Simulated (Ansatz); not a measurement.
Cl₆H₃Hf₂NO

```yaml
atoms:
  - { symbol: Hf, position_ang: [0.8992, 1.0877, -0.5949] }
  - { symbol: O, position_ang: [0.7764, -1.0771, -0.4918] }
  - { symbol: Cl, position_ang: [0.2845, 2.9783, -1.8483] }
  - { symbol: Cl, position_ang: [-0.7150, 1.8285, 1.3556] }
  - { symbol: Cl, position_ang: [3.0359, 0.8185, -1.5497] }
  - { symbol: Hf, position_ang: [-0.6078, -0.7996, 1.1559] }
  - { symbol: N, position_ang: [-1.1185, 0.1390, -0.8131] }
  - { symbol: Cl, position_ang: [-2.8611, -0.9602, 1.8034] }
  - { symbol: Cl, position_ang: [0.0433, -2.9278, 1.9288] }
  - { symbol: Cl, position_ang: [1.7658, 0.2325, 1.7699] }
  - { symbol: H, position_ang: [1.5938, -1.5507, -0.2987] }
  - { symbol: H, position_ang: [-1.1751, -0.5253, -1.5779] }
  - { symbol: H, position_ang: [-1.9216, 0.7563, -0.8390] }
```

A transition-state structure; geometry: PBE0-D4/def2-TZVP; core potentials replace the inner electrons of Hf.

Method: RKS PBE0-D4/def2-TZVPP in Ansatz 0.2.0.

Q: What will maps of the electron density and electron localisation function show?

A: O–H (0.96 Å): ρ at the midpoint is about 3.8 e/Å³; the ELF climbs to about 1 towards the hydrogen, as it does in any bond to H; an ordinary covalent bond to hydrogen.

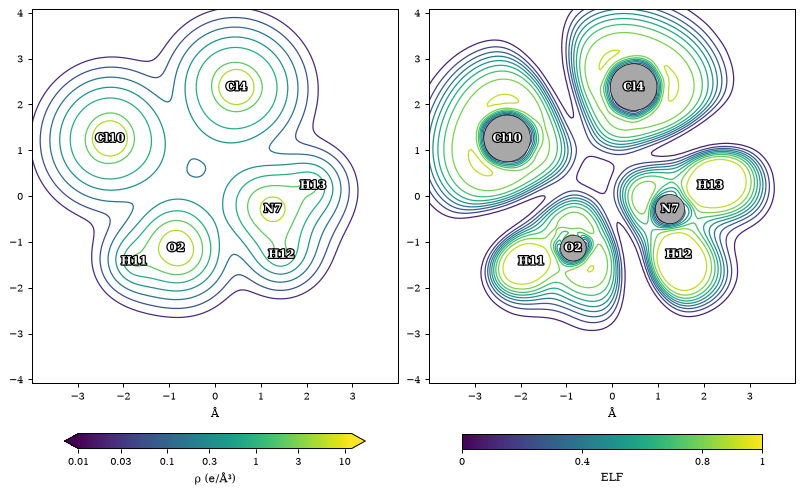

Computed electron density and electron localisation function on the plane of atoms H12, N7 and H13, in this order. Grey discs cover the atomic cores in the ELF map. 
